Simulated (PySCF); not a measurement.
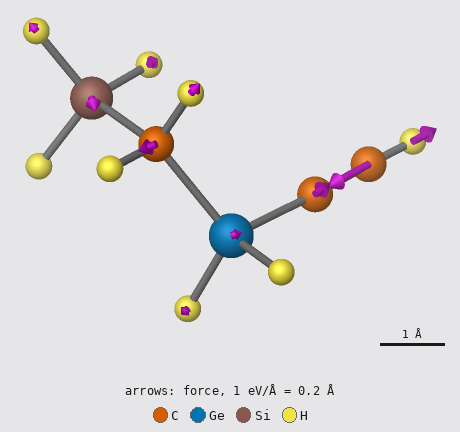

Starting geometry of C₃H₈GeSi with the computed forces as purple arrows. Style: ball-and-stick. Shown from a free direction.

The start comes from GFN2-xTB. Its atoms were then displaced at random by about 0.01 Å.

The calculation used PySCF 2.14.0, density-fitted response routines, PBE0-D3(BJ)/def2-SVP geometry optimisation, gas phase. 

> What follows when this structure is relaxed?

It isn't relaxed: the largest force vector, on a C atom, is 4.73 eV/Å. The final displacements follow the starting forces only in part (cosine between the two patterns 0.34). The largest moves after the best rigid fit, 0.086 Å, are those of H atoms. Largest moves by element: H 0.086 Å, C 0.052 Å, Ge 0.042 Å, Si 0.032 Å. Among the contacts that change: C–H 1.017 → 1.076 Å, H–Si 1.437 → 1.493 Å, Ge–H 1.500 → 1.538 Å, C–H 1.070 → 1.103 Å. Among the angles between lasting bonds that change: Ge–C–H 111.1° → 107.6°, C–Ge–H 114.4° → 110.9°, Si–C–H 107.0° → 109.5°. The energy falls by 0.219 eV in 6 geometry steps.
